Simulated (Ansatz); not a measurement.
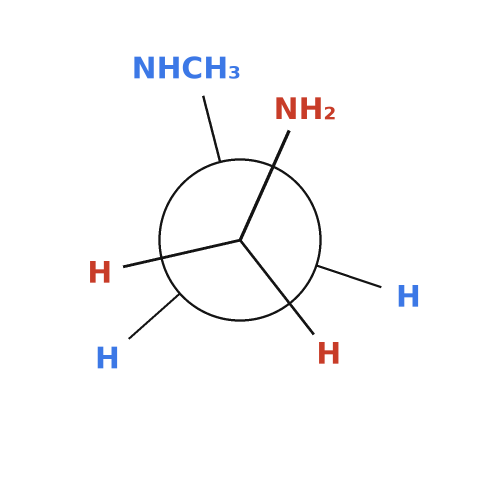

A Newman projection along the C–Si bond, carbon in front; angles are drawn as computed, but eclipsed bonds slightly apart. The computed structure is the end point of a PBE-D4/def2-SVP optimisation. No frequency run is at hand to confirm it as a minimum.

Question: Which molecule is it?

Answer: C2H10N2Si, CN[SiH2]CN

Question: What is the torsion angle from the front NH2 to the back NHCH3? The sign is positive where the front bond must turn clockwise to cover the back bond.

Answer: −39°, synclinal (gauche).
